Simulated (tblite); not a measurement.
**Geometry relaxation of C5H10BrFGe**

The run: geometry relaxation of C5H10BrFGe. Method and program: GFN2-xTB geometry optimisation, gas phase (tblite 0.8.0).

It belongs to a series of runs on one base structure; here: constitutional isomer.

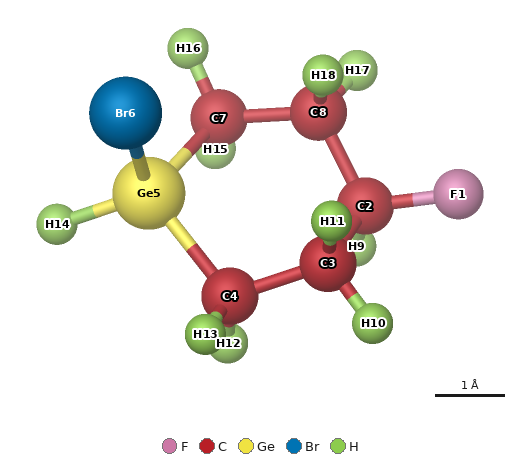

*The structure as given in the input (ball-and-stick view, seen at a tilt; atoms are numbered from 1 in the order of the input). Sticks mark near contacts.*

Bond lengths as drawn: Br–Ge 2.33 Å, C–C 1.52 to 1.55 Å, C–F 1.38 Å, C–Ge 1.94 Å, C–H 1.10 to 1.13 Å and Ge–H 1.54 Å.

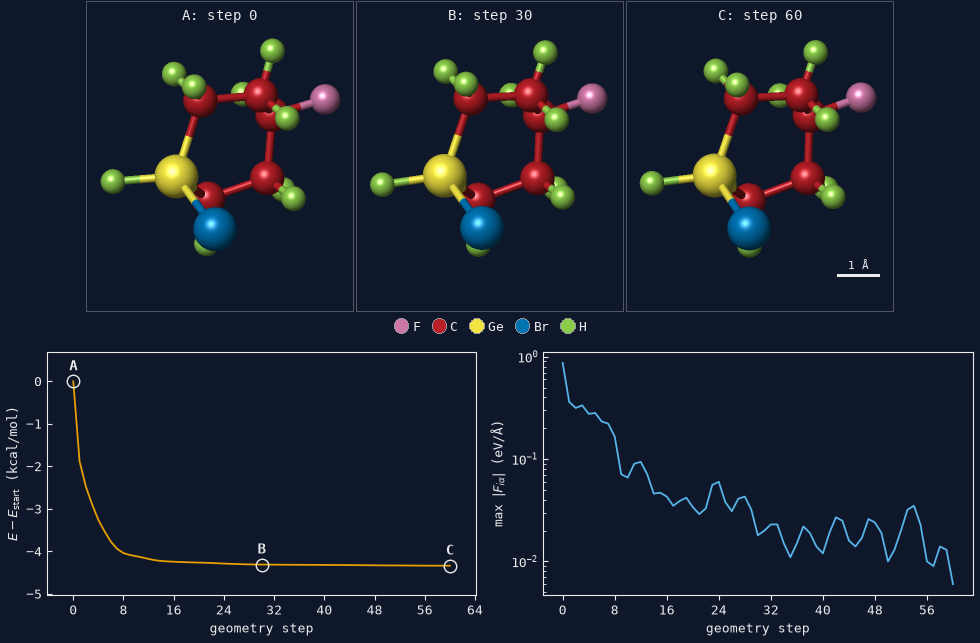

*Frames of the relaxation (ball-and-stick view, seen at a tilt) above the curves, on which the letters mark them (steps are counted from 0).*

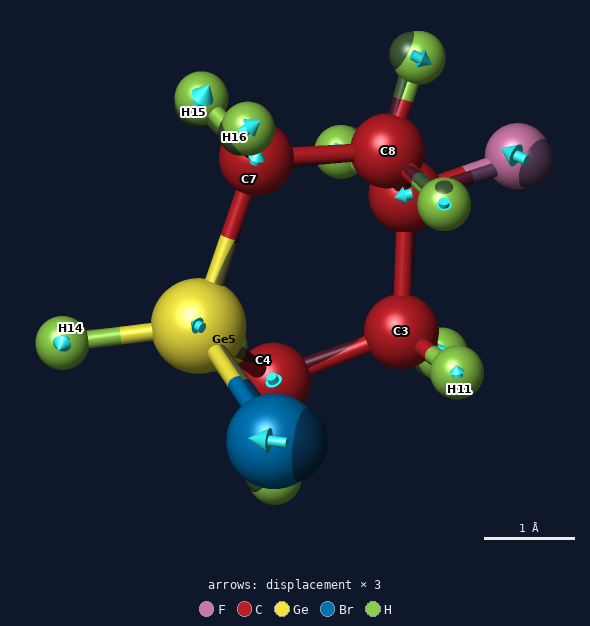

*Start (faint) and end (solid) with the displacements as teal arrows, magnified 3 times (ball-and-stick view, seen at a tilt). The two geometries are laid on each other by the best rigid fit.*

The largest move after the best rigid fit is that of Br6, 0.15 Å. Largest moves by element: Br 0.15 Å, H 0.12 Å, F 0.12 Å, C 0.07 Å, Ge 0.06 Å. Distances before and after: C4–Ge5 1.940 → 1.990 Å, Ge5–Br6 2.335 → 2.294 Å, C2–H9 1.126 → 1.100 Å, C3–H11 1.118 → 1.094 Å. Among the angles that change: Br6–Ge5–H14 111.0° → 104.4°, C4–Ge5–H14 111.8° → 115.3°, Ge5–C7–H16 109.4° → 112.0°. Over 60 geometry steps the energy falls by 4.34 kcal/mol. Largest force component: 0.87 eV/Å at the start, 0.006 eV/Å at the end. (Atoms are counted from 1 in the order of the input.)

The input that produced these results follows, with the program's output.

## The input
```
{"job": {"kind": "relax", "xc": "GFN2-xTB", "basis": "xTB"}, "charge": 0, "multiplicity": 1}
F     -0.634400    -2.218800    -1.557800
C     -0.330100    -1.333800    -0.544400
C      1.067900    -0.728900    -0.825400
C      1.627000     0.063300     0.350300
Ge     0.400100     1.469900     0.877500
Br     0.456600     3.173900    -0.717800
C     -1.327200     0.592600     0.815700
C     -1.431100    -0.269800    -0.435500
H     -0.278600    -1.927000     0.411200
H      1.763300    -1.547100    -1.068300
H      0.996500    -0.064700    -1.721800
H      1.770500    -0.628000     1.225800
H      2.601300     0.503800     0.094500
H      0.724400     2.016300     2.282300
H     -1.439300    -0.036500     1.726500
H     -2.132200     1.358700     0.834900
H     -2.421000    -0.786200    -0.416500
H     -1.422300     0.368600    -1.342900
```

The first line tells a small driver script what to run in tblite; the rest is the geometry in Å.

Command:
```bash
OMP_NUM_THREADS=1 python <driver script> task.json out
```

## The program's output
```
step      E/eV     max force
  0    -723.76746    1.069
  1    -723.84895    0.394
  2    -723.87482    0.341
  3    -723.89295    0.339
  4    -723.90885    0.284
  5    -723.92065    0.284
  6    -723.93109    0.256
  7    -723.93838    0.269
  8    -723.94264    0.179
  9    -723.94456    0.079
 10    -723.94580    0.078
 11    -723.94710    0.097
 12    -723.94857    0.123
 13    -723.94987    0.095
 14    -723.95066    0.060
 15    -723.95109    0.053
 16    -723.95140    0.048
 17    -723.95170    0.043
 18    -723.95194    0.040
 19    -723.95213    0.042
 20    -723.95230    0.035
 21    -723.95248    0.031
 22    -723.95272    0.045
 23    -723.95301    0.066
 24    -723.95330    0.063
 25    -723.95356    0.039
 26    -723.95379    0.031
 27    -723.95398    0.053
 28    -723.95413    0.056
 29    -723.95424    0.036
 30    -723.95430    0.021
 31    -723.95436    0.027
 32    -723.95442    0.026
 33    -723.95448    0.024
 34    -723.95453    0.015
 35    -723.95455    0.011
 36    -723.95457    0.016
 37    -723.95460    0.022
 38    -723.95464    0.020
 39    -723.95467    0.014
 40    -723.95470    0.014
 41    -723.95473    0.021
 42    -723.95477    0.027
 43    -723.95482    0.027
 44    -723.95487    0.019
 45    -723.95491    0.014
 46    -723.95496    0.018
 47    -723.95502    0.029
 48    -723.95509    0.033
 49    -723.95515    0.022
 50    -723.95518    0.012
 51    -723.95521    0.014
 52    -723.95524    0.024
 53    -723.95528    0.035
 54    -723.95534    0.037
 55    -723.95540    0.025
 56    -723.95543    0.012
 57    -723.95545    0.011
 58    -723.95547    0.014
 59    -723.95548    0.014
 60    -723.95550    0.009
```

## Trajectory as extended XYZ (Å, eV, eV/Å), 12 of the 61 frames kept, from step=0 to step=60
```
18
Properties=species:S:1:pos:R:3:forces:R:3 step=0 energy=-723.76746
F    -0.6344   -2.2188   -1.5578   -0.0240   0.1410   0.1930
C    -0.3301   -1.3338   -0.5444    0.5480   0.3400   0.6920
C     1.0679   -0.7289   -0.8254   -0.1610   0.0780  -0.5590
C     1.6270    0.0633    0.3503    0.6570  -0.7260   0.4290
Ge    0.4001    1.4699    0.8775    0.2050   0.7630   0.2570
Br    0.4566    3.1739   -0.7178    0.0080  -0.3010   0.4050
C    -1.3272    0.5926    0.8157   -0.8710  -0.0050   0.4420
C    -1.4311   -0.2698   -0.4355   -0.7690  -0.2540  -0.3790
H    -0.2786   -1.9270    0.4112   -0.1170   0.2410  -0.6590
H     1.7633   -1.5471   -1.0683   -0.2460   0.1480  -0.0460
H     0.9965   -0.0647   -1.7218    0.0060  -0.4610   0.4920
H     1.7705   -0.6280    1.2258    0.0060   0.6070  -0.6990
H     2.6013    0.5038    0.0945   -0.0910  -0.4080   0.0140
H     0.7244    2.0163    2.2823   -0.0040   0.1890  -0.2360
H    -1.4393   -0.0365    1.7265   -0.0070   0.3710  -0.5150
H    -2.1322    1.3587    0.8349    0.1880  -0.6150  -0.0440
H    -2.4210   -0.7862   -0.4165    0.5890   0.1910  -0.1390
H    -1.4223    0.3686   -1.3429    0.0820  -0.3000   0.3530
18
Properties=species:S:1:pos:R:3:forces:R:3 step=5 energy=-723.92065
F    -0.6320   -2.1908   -1.5279   -0.0420  -0.0150  -0.1810
C    -0.3152   -1.2961   -0.5227   -0.0160  -0.1690   0.0480
C     1.0664   -0.7250   -0.8234   -0.0110   0.0410  -0.0930
C     1.6477    0.0538    0.3449    0.1190   0.0230   0.1170
Ge    0.4076    1.4892    0.8954   -0.0340  -0.1810   0.0500
Br    0.4603    3.1513   -0.6710    0.0250   0.1140   0.0170
C    -1.3531    0.5958    0.8138   -0.0640   0.0690   0.1270
C    -1.4420   -0.2724   -0.4316   -0.0360   0.0300  -0.0780
H    -0.2843   -1.9133    0.3798    0.0350  -0.0130   0.2820
H     1.7356   -1.5483   -1.0847   -0.0380  -0.0800   0.0040
H     0.9911   -0.0868   -1.7037   -0.0270   0.1220  -0.1290
H     1.7866   -0.6089    1.1979    0.0370  -0.0630   0.0580
H     2.6263    0.4518    0.0856    0.1300  -0.0420  -0.0890
H     0.7298    2.0633    2.2671    0.0310   0.1970  -0.0080
H    -1.4527   -0.0216    1.7053   -0.0410  -0.0570   0.0630
H    -2.1679    1.3177    0.8302   -0.1300  -0.0110  -0.0430
H    -2.3991   -0.8023   -0.4398    0.0490  -0.0680  -0.0140
H    -1.4138    0.3489   -1.3269    0.0150   0.1030  -0.1320
18
Properties=species:S:1:pos:R:3:forces:R:3 step=11 energy=-723.94710
F    -0.6347   -2.1820   -1.5326    0.0120  -0.0350   0.0550
C    -0.3142   -1.2978   -0.5144   -0.0160   0.0070  -0.0210
C     1.0649   -0.7222   -0.8280    0.0150  -0.0060   0.0280
C     1.6707    0.0425    0.3445   -0.0590   0.0680   0.0360
Ge    0.4074    1.4761    0.9085   -0.0170  -0.0700  -0.0280
Br    0.4675    3.1632   -0.6426    0.0080   0.0240   0.0190
C    -1.3762    0.5922    0.8199    0.0900   0.0320   0.0170
C    -1.4413   -0.2702   -0.4364    0.0030   0.0070   0.0250
H    -0.2801   -1.9026    0.4052    0.0030   0.0210  -0.0280
H     1.7178   -1.5571   -1.0936    0.0260  -0.0230  -0.0490
H     0.9832   -0.0764   -1.7082   -0.0020   0.0110   0.0260
H     1.8064   -0.6218    1.1986    0.0380  -0.0540  -0.0240
H     2.6542    0.4263    0.0685   -0.0350   0.0050   0.0020
H     0.7371    2.1243    2.2539    0.0000   0.0460  -0.0310
H    -1.4746   -0.0299    1.7105   -0.0570  -0.0290  -0.0120
H    -2.2034    1.3035    0.8229    0.0270  -0.0030  -0.0020
H    -2.3869   -0.8172   -0.4544   -0.0470  -0.0090  -0.0340
H    -1.4068    0.3554   -1.3341    0.0110   0.0070   0.0210
18
Properties=species:S:1:pos:R:3:forces:R:3 step=16 energy=-723.95140
F    -0.6332   -2.1943   -1.5221   -0.0010  -0.0110   0.0270
C    -0.3146   -1.2985   -0.5146    0.0020  -0.0060   0.0160
C     1.0659   -0.7241   -0.8276   -0.0210   0.0050  -0.0090
C     1.6693    0.0375    0.3492    0.0080  -0.0250  -0.0290
Ge    0.4064    1.4689    0.9091    0.0040   0.0110   0.0180
Br    0.4715    3.1721   -0.6303   -0.0030  -0.0430   0.0200
C    -1.3748    0.5873    0.8241   -0.0260  -0.0210  -0.0260
C    -1.4423   -0.2706   -0.4365    0.0150  -0.0080  -0.0150
H    -0.2778   -1.8944    0.4089   -0.0030  -0.0130   0.0170
H     1.7189   -1.5578   -1.1049   -0.0150   0.0330  -0.0030
H     0.9816   -0.0692   -1.7003    0.0020   0.0070  -0.0060
H     1.8209   -0.6384    1.1922    0.0000   0.0070  -0.0020
H     2.6471    0.4288    0.0665    0.0050   0.0180   0.0060
H     0.7377    2.1493    2.2376   -0.0020  -0.0050  -0.0030
H    -1.4946   -0.0396    1.7090    0.0100   0.0030  -0.0040
H    -2.1971    1.3034    0.8214    0.0040   0.0220   0.0010
H    -2.3912   -0.8152   -0.4641    0.0140   0.0190  -0.0080
H    -1.4023    0.3613   -1.3292    0.0070   0.0070   0.0000
18
Properties=species:S:1:pos:R:3:forces:R:3 step=22 energy=-723.95272
F    -0.6335   -2.2065   -1.5069   -0.0030  -0.0100  -0.0130
C    -0.3147   -1.3002   -0.5102    0.0040  -0.0010   0.0060
C     1.0623   -0.7215   -0.8301    0.0170   0.0040  -0.0050
C     1.6707    0.0349    0.3466    0.0040   0.0100   0.0220
Ge    0.4058    1.4604    0.9151    0.0080   0.0300   0.0330
Br    0.4711    3.1596   -0.6231   -0.0030  -0.0010  -0.0230
C    -1.3778    0.5849    0.8217    0.0080   0.0150   0.0220
C    -1.4403   -0.2704   -0.4398   -0.0180   0.0140   0.0010
H    -0.2771   -1.8918    0.4165    0.0100   0.0210   0.0280
H     1.7164   -1.5503   -1.1135    0.0080  -0.0170  -0.0140
H     0.9763   -0.0633   -1.7001   -0.0230   0.0060   0.0000
H     1.8262   -0.6428    1.1874    0.0100  -0.0030  -0.0120
H     2.6457    0.4360    0.0661   -0.0060  -0.0120  -0.0100
H     0.7377    2.1552    2.2369   -0.0060  -0.0310   0.0020
H    -1.4997   -0.0426    1.7057   -0.0180   0.0030  -0.0050
H    -2.1932    1.3099    0.8193    0.0020  -0.0210  -0.0060
H    -2.3910   -0.8096   -0.4735   -0.0090  -0.0070  -0.0110
H    -1.3939    0.3644   -1.3298    0.0140   0.0000  -0.0150
18
Properties=species:S:1:pos:R:3:forces:R:3 step=27 energy=-723.95398
F    -0.6336   -2.2196   -1.4893    0.0080   0.0110   0.0170
C    -0.3138   -1.3001   -0.5042    0.0000   0.0020   0.0080
C     1.0607   -0.7187   -0.8329   -0.0130   0.0020   0.0090
C     1.6728    0.0344    0.3458   -0.0070  -0.0030  -0.0100
Ge    0.4070    1.4569    0.9266   -0.0110  -0.0310  -0.0410
Br    0.4691    3.1435   -0.6263    0.0010   0.0110  -0.0050
C    -1.3792    0.5848    0.8215   -0.0020  -0.0050  -0.0130
C    -1.4387   -0.2678   -0.4436    0.0180  -0.0030   0.0020
H    -0.2722   -1.8768    0.4317    0.0020   0.0010   0.0060
H     1.7153   -1.5448   -1.1268   -0.0110   0.0180   0.0040
H     0.9605   -0.0560   -1.6984    0.0170   0.0000   0.0050
H     1.8357   -0.6487    1.1803    0.0110  -0.0020  -0.0040
H     2.6445    0.4404    0.0611   -0.0020  -0.0090  -0.0060
H     0.7369    2.1490    2.2475    0.0010  -0.0120   0.0160
H    -1.5115   -0.0448    1.7024   -0.0120   0.0020  -0.0040
H    -2.1918    1.3122    0.8147   -0.0080  -0.0010  -0.0020
H    -2.3918   -0.8033   -0.4875    0.0160   0.0100   0.0050
H    -1.3786    0.3656   -1.3344   -0.0100   0.0090   0.0130
18
Properties=species:S:1:pos:R:3:forces:R:3 step=33 energy=-723.95448
F    -0.6319   -2.2248   -1.4776   -0.0020   0.0000   0.0030
C    -0.3127   -1.2985   -0.4995    0.0000  -0.0010  -0.0030
C     1.0594   -0.7166   -0.8332    0.0000  -0.0080  -0.0050
C     1.6744    0.0334    0.3446    0.0020  -0.0030  -0.0090
Ge    0.4057    1.4515    0.9254    0.0050   0.0230   0.0060
Br    0.4688    3.1400   -0.6281    0.0010  -0.0050   0.0160
C    -1.3821    0.5851    0.8207   -0.0040  -0.0050  -0.0070
C    -1.4369   -0.2660   -0.4443   -0.0020  -0.0080  -0.0050
H    -0.2695   -1.8697    0.4401    0.0020   0.0080   0.0020
H     1.7130   -1.5407   -1.1317    0.0030  -0.0080   0.0000
H     0.9581   -0.0517   -1.6967    0.0040   0.0010   0.0010
H     1.8425   -0.6516    1.1764    0.0040   0.0020   0.0030
H     2.6442    0.4402    0.0557    0.0070   0.0060   0.0000
H     0.7355    2.1389    2.2515   -0.0030  -0.0110  -0.0090
H    -1.5197   -0.0454    1.6999   -0.0040   0.0040   0.0070
H    -2.1940    1.3131    0.8106   -0.0030   0.0070   0.0000
H    -2.3896   -0.8004   -0.4922   -0.0080  -0.0060   0.0000
H    -1.3740    0.3693   -1.3333   -0.0040   0.0020   0.0000
18
Properties=species:S:1:pos:R:3:forces:R:3 step=38 energy=-723.95464
F    -0.6320   -2.2273   -1.4735   -0.0010  -0.0050   0.0000
C    -0.3124   -1.2979   -0.4988    0.0010   0.0020   0.0020
C     1.0601   -0.7174   -0.8342    0.0020   0.0050   0.0000
C     1.6761    0.0332    0.3427    0.0010   0.0020   0.0060
Ge    0.4054    1.4506    0.9247   -0.0030  -0.0190   0.0070
Br    0.4696    3.1404   -0.6241    0.0020   0.0150  -0.0010
C    -1.3842    0.5851    0.8196    0.0020   0.0050   0.0060
C    -1.4380   -0.2666   -0.4451   -0.0040   0.0060   0.0030
H    -0.2681   -1.8648    0.4431    0.0000  -0.0010   0.0010
H     1.7130   -1.5424   -1.1330   -0.0030   0.0000   0.0000
H     0.9594   -0.0507   -1.6964    0.0010  -0.0090  -0.0090
H     1.8458   -0.6508    1.1753    0.0010   0.0040  -0.0040
H     2.6456    0.4416    0.0536   -0.0070   0.0010  -0.0010
H     0.7348    2.1328    2.2516    0.0020   0.0010   0.0080
H    -1.5233   -0.0432    1.7004   -0.0010   0.0040  -0.0050
H    -2.1953    1.3148    0.8087    0.0070  -0.0030  -0.0050
H    -2.3906   -0.8018   -0.4936    0.0050  -0.0010  -0.0020
H    -1.3747    0.3705   -1.3328   -0.0060  -0.0080  -0.0070
18
Properties=species:S:1:pos:R:3:forces:R:3 step=44 energy=-723.95487
F    -0.6319   -2.2328   -1.4646    0.0010   0.0010  -0.0020
C    -0.3118   -1.2963   -0.4968    0.0000  -0.0070   0.0000
C     1.0606   -0.7177   -0.8363   -0.0020  -0.0040   0.0010
C     1.6776    0.0340    0.3398   -0.0030   0.0050  -0.0060
Ge    0.4051    1.4469    0.9272    0.0000   0.0130  -0.0140
Br    0.4719    3.1464   -0.6142    0.0010  -0.0050   0.0160
C    -1.3862    0.5866    0.8176    0.0010   0.0020  -0.0090
C    -1.4392   -0.2667   -0.4464    0.0040  -0.0060  -0.0030
H    -0.2655   -1.8573    0.4486    0.0000  -0.0030   0.0020
H     1.7112   -1.5447   -1.1342    0.0050  -0.0030   0.0080
H     0.9612   -0.0548   -1.7015   -0.0070   0.0030   0.0070
H     1.8525   -0.6490    1.1721   -0.0020  -0.0050  -0.0080
H     2.6445    0.4466    0.0492    0.0010   0.0020  -0.0070
H     0.7347    2.1222    2.2575    0.0020   0.0030   0.0090
H    -1.5302   -0.0388    1.6997   -0.0010  -0.0040  -0.0090
H    -2.1942    1.3191    0.8028   -0.0040   0.0060  -0.0030
H    -2.3900   -0.8048   -0.4956   -0.0030  -0.0010   0.0140
H    -1.3791    0.3675   -1.3364    0.0100   0.0030   0.0030
18
Properties=species:S:1:pos:R:3:forces:R:3 step=49 energy=-723.95515
F    -0.6312   -2.2402   -1.4545   -0.0010  -0.0020  -0.0020
C    -0.3111   -1.2967   -0.4937   -0.0020  -0.0030   0.0020
C     1.0604   -0.7193   -0.8383   -0.0030  -0.0010   0.0010
C     1.6785    0.0365    0.3344    0.0020  -0.0030  -0.0030
Ge    0.4050    1.4460    0.9294    0.0020  -0.0110   0.0190
Br    0.4759    3.1567   -0.5955    0.0020   0.0160  -0.0050
C    -1.3885    0.5901    0.8122    0.0020  -0.0010   0.0010
C    -1.4397   -0.2683   -0.4484    0.0010   0.0000   0.0020
H    -0.2627   -1.8504    0.4559   -0.0020  -0.0060  -0.0010
H     1.7108   -1.5484   -1.1314    0.0030   0.0060   0.0000
H     0.9601   -0.0603   -1.7063   -0.0070   0.0000   0.0060
H     1.8599   -0.6483    1.1639    0.0010   0.0100   0.0010
H     2.6423    0.4535    0.0393    0.0000  -0.0030  -0.0030
H     0.7349    2.1097    2.2676   -0.0050  -0.0060  -0.0120
H    -1.5394   -0.0345    1.6936    0.0010   0.0090   0.0030
H    -2.1933    1.3265    0.7924    0.0010  -0.0080  -0.0040
H    -2.3895   -0.8090   -0.4918    0.0000   0.0080  -0.0040
H    -1.3809    0.3628   -1.3406    0.0050  -0.0070   0.0000
18
Properties=species:S:1:pos:R:3:forces:R:3 step=55 energy=-723.95540
F    -0.6316   -2.2475   -1.4463   -0.0010  -0.0050  -0.0050
C    -0.3112   -1.2998   -0.4899    0.0010  -0.0040   0.0020
C     1.0586   -0.7215   -0.8388    0.0060   0.0030   0.0030
C     1.6797    0.0387    0.3289    0.0010   0.0050   0.0100
Ge    0.4058    1.4439    0.9320   -0.0090   0.0030  -0.0230
Br    0.4809    3.1711   -0.5765    0.0010   0.0000   0.0040
C    -1.3892    0.5925    0.8079   -0.0030   0.0040   0.0020
C    -1.4389   -0.2707   -0.4492   -0.0070   0.0000   0.0020
H    -0.2620   -1.8493    0.4620    0.0000  -0.0070   0.0030
H     1.7117   -1.5488   -1.1303   -0.0060  -0.0050  -0.0110
H     0.9541   -0.0645   -1.7078   -0.0020  -0.0020  -0.0010
H     1.8682   -0.6430    1.1592    0.0030   0.0010   0.0010
H     2.6406    0.4584    0.0275   -0.0030  -0.0010  -0.0010
H     0.7330    2.0960    2.2736    0.0030   0.0050   0.0160
H    -1.5475   -0.0263    1.6922    0.0050   0.0010  -0.0040
H    -2.1925    1.3302    0.7799    0.0040   0.0050   0.0000
H    -2.3902   -0.8083   -0.4914   -0.0020  -0.0090  -0.0050
H    -1.3784    0.3553   -1.3448    0.0060   0.0050   0.0040
18
Properties=species:S:1:pos:R:3:forces:R:3 step=60 energy=-723.95550
F    -0.6316   -2.2504   -1.4441    0.0020   0.0020   0.0020
C    -0.3113   -1.3018   -0.4881   -0.0010   0.0000   0.0000
C     1.0581   -0.7226   -0.8384   -0.0040  -0.0030  -0.0010
C     1.6800    0.0400    0.3278   -0.0020  -0.0030  -0.0050
Ge    0.4051    1.4445    0.9310    0.0060   0.0030   0.0060
Br    0.4831    3.1779   -0.5694    0.0010   0.0020  -0.0010
C    -1.3899    0.5938    0.8060    0.0010  -0.0010  -0.0020
C    -1.4392   -0.2723   -0.4492    0.0040  -0.0020  -0.0010
H    -0.2619   -1.8511    0.4641    0.0000   0.0010  -0.0020
H     1.7108   -1.5496   -1.1320   -0.0020  -0.0010   0.0010
H     0.9515   -0.0667   -1.7080   -0.0010   0.0020   0.0030
H     1.8719   -0.6402    1.1585   -0.0010   0.0000   0.0010
H     2.6395    0.4603    0.0231    0.0000   0.0030   0.0010
H     0.7325    2.0909    2.2775   -0.0020  -0.0020  -0.0040
H    -1.5488   -0.0227    1.6915    0.0000  -0.0010   0.0020
H    -2.1917    1.3329    0.7754   -0.0020   0.0010   0.0010
H    -2.3906   -0.8099   -0.4924    0.0030  -0.0010  -0.0020
H    -1.3762    0.3532   -1.3451   -0.0010   0.0000   0.0010
```

## Key numbers

| quantity | value |
| --- | --- |
| outcome | converged |
| total energy | −723.9555 eV |
| hardware | 1 CPU thread, shared host |
| wall time | 0.51 s |
| peak memory | 0.18 GiB |
